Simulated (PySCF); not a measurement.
O$_{2}$P$_{4}$S

The calculation's input:

```
{"job": {"kind": "nmr", "xc": "PBE0", "basis": "pcSseg-1"}, "charge": 0, "multiplicity": 1}
P     -0.116551    -1.537194     0.229098
S     -1.914578    -0.397090    -0.084439
P     -0.961531     1.468844    -0.320645
P      0.974929     0.729705    -1.223992
O      0.733561    -0.929103    -1.061578
P      0.814852     1.096621     1.027086
O      0.561169    -0.533783     1.365919
```

Command:

```sh
OMP_NUM_THREADS=1 python probes_run.py task.json out
```

Geometry: PBE0-D3(BJ)/def2-SVP.

Computed with PBE0/pcSseg-1, SCF density, gas phase, non-relativistic (PySCF 2.14.0).

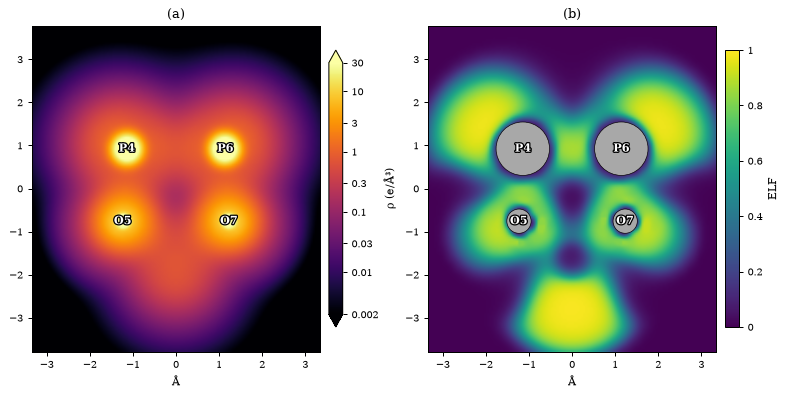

Figure 1. (a) total electron density; (b) electron localisation function on the plane of atoms P4, P6 and O7. Grey discs cover the atomic cores in the ELF map.

### Interpret the plot.

- The plane passes through P and O nuclei.
- P–O (1.68 Å): the density is about 1.2 e/Å³ at the midpoint; the ELF peaks at about 0.85 between the atoms (a shared but strongly polarised pair).
- P–P (2.29 Å): the density is about 0.72 e/Å³ at the midpoint; the ELF peaks at about 0.85 between the atoms, as expected for a covalent bond.
- The ELF also peaks beside P1, O5, O7, P4 and P6, away from the bonds: lone-pair regions.

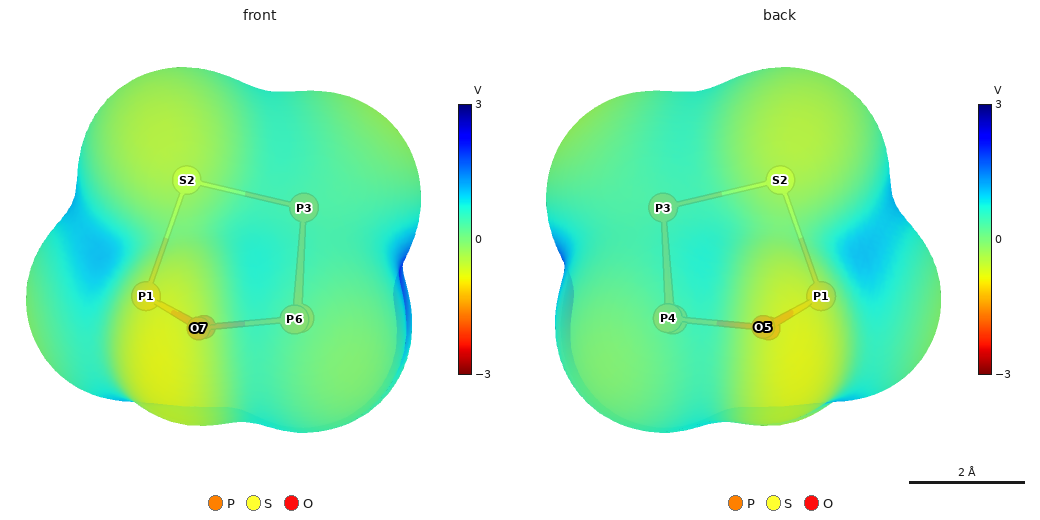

Figure 2. The molecular electrostatic potential painted on the density surface at 0.002 e/bohr³, seen from the front and from behind; the colour scale runs from red (negative) to blue (positive).

### Where is the surface potential most negative and most positive?

The most negative region (about −0.8 V) lies over O5 and O7, the most positive (about +2.2 V) over P3, P4 and P6.

### What dipole moment does the calculation give?

Its dipole moment is 0.72 D.
